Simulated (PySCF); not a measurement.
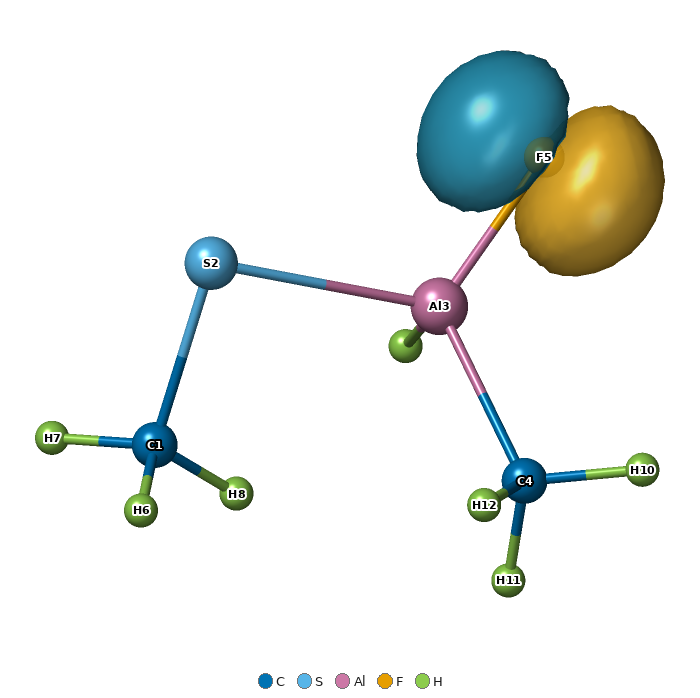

Figure 1: C2H7AlFS, charge −1, SMILES `C[S][AlH-]([CH3])[F]`. Intrinsic bond orbitals (IBO), occupied; each surface holds about 85 % of the orbital's density. Energies are diagonal elements of the Fock matrix.

Level of theory: CAM-B3LYP/def2-SVPD (PySCF), at a geometry from GFN2-xTB. No frequency check shows the geometry to be a minimum. GFN2-xTB bond lengths at metals and heavier atoms can be off by up to 0.1 Å and shapes distorted, which carries into these values.

What does this orbital represent?

Lone pair on F5 (p-type) (F5 97 %; −7.8 eV).

The PySCF run took 32 s on 1 thread of Arm Neoverse V1 (shared host), peak memory 0.7 GiB.
